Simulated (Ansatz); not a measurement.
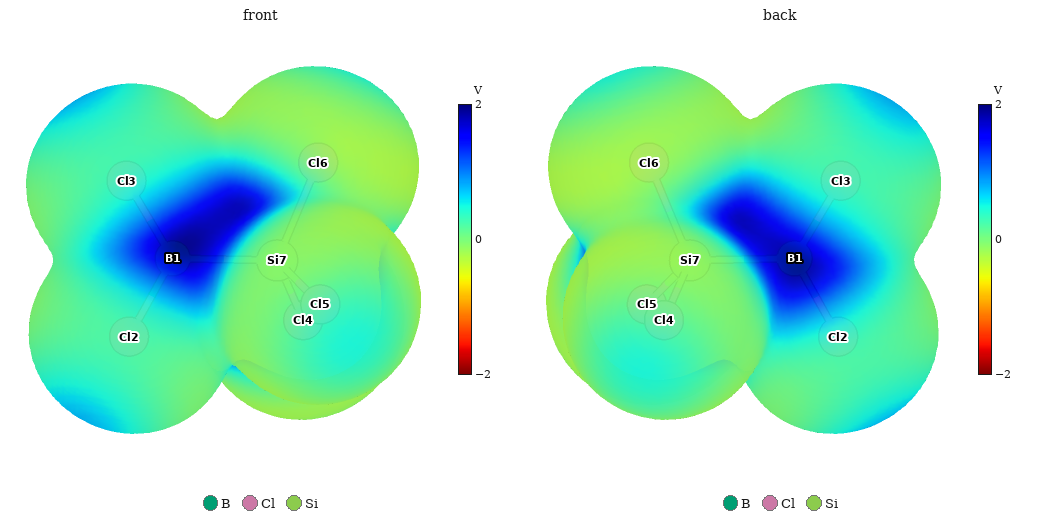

Figure. BCl5Si (SMILES ClB(Cl)[Si](Cl)(Cl)Cl). The electrostatic potential painted on the density surface at 0.002 e/bohr³, seen from the front and from behind; the colour scale runs from red (negative) to blue (positive).

Geometry: PBE0-D4/def2-SVP.

Level of theory: isolated molecule in a Gaussian basis; Kohn-Sham density functional theory, functional PBE0 (Ansatz 0.2.0).

Input file:

```
basis:
  gaussian:
    orbitals: def2-SVPD
crystal:
  periodic: [false, false, false]
  atoms:
    - {symbol: B, position_ang: [0.206270, 1.158561, 0.229658]}
    - {symbol: Cl, position_ang: [0.254825, 1.647912, 1.897904]}
    - {symbol: Cl, position_ang: [0.423720, 2.327735, -1.035407]}
    - {symbol: Cl, position_ang: [-1.958701, -1.332127, 0.538878]}
    - {symbol: Cl, position_ang: [1.324275, -1.930669, 0.721372]}
    - {symbol: Cl, position_ang: [-0.072063, -1.153424, -2.207462]}
    - {symbol: Si, position_ang: [-0.117126, -0.785887, -0.190645]}
hamiltonian:
  xc: pbe0
output: {forces: true, orbitals: {seedname: orbitals}}
```

Command:

```sh
ansatz run input.yaml --threads 2 --pin off --max-ram 5220MiB --events-out events.jsonl --progress --plain --runs-dir runs
```

Describe the electrostatic potential map.

The most negative region (about −0.2 V) lies over Cl4, Cl5 and Cl6, the most positive (about +1.8 V, or +42 kcal/mol for a unit charge) over B1. Cl2 shows a σ-hole: about +0.7 V, or +16 kcal/mol for a unit charge at the tip opposite its bond, against about +0.1 V on its flanks. Cl3 shows a σ-hole: about +0.8 V, or +18 kcal/mol for a unit charge at the tip opposite its bond, against about +0.1 V on its flanks. Cl4 shows a σ-hole: about +0.5 V, or +12 kcal/mol for a unit charge at the tip opposite its bond, against about −0.1 V on its flanks. Cl5 shows a σ-hole: about +0.5 V, or +12 kcal/mol for a unit charge at the tip opposite its bond, against about −0.1 V on its flanks. Cl6 shows a σ-hole: about +0.4 V, or +9 kcal/mol for a unit charge at the tip opposite its bond, against about −0.2 V on its flanks.

How polar is the molecule by this calculation?

Its dipole moment is 1.12 D.
